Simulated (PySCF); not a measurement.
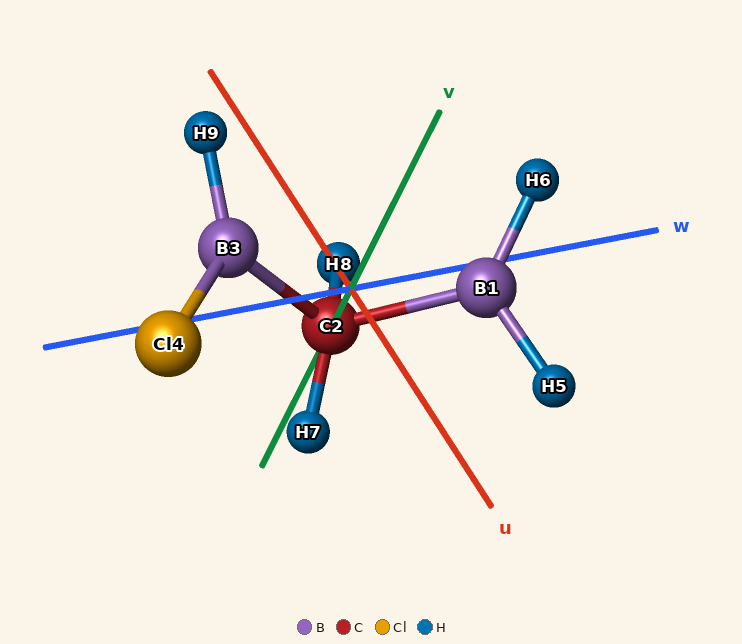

The lines u, v and w are the principal axes of the static dipole polarisability. Geometry: a frame of a GFN2-xTB molecular-dynamics simulation, not a minimum. Method: PBE0/def2-SVPD (PySCF 2.14.0).

Along which axis is the molecule most polarisable, and along which least?

Answer. Most along w (close to the long direction B1···Cl4), least along v.

Give the three principal values.

Answer. u 52.4, v 47.1, w 68.1 bohr³; mean 55.9, anisotropy 18.9 bohr³.
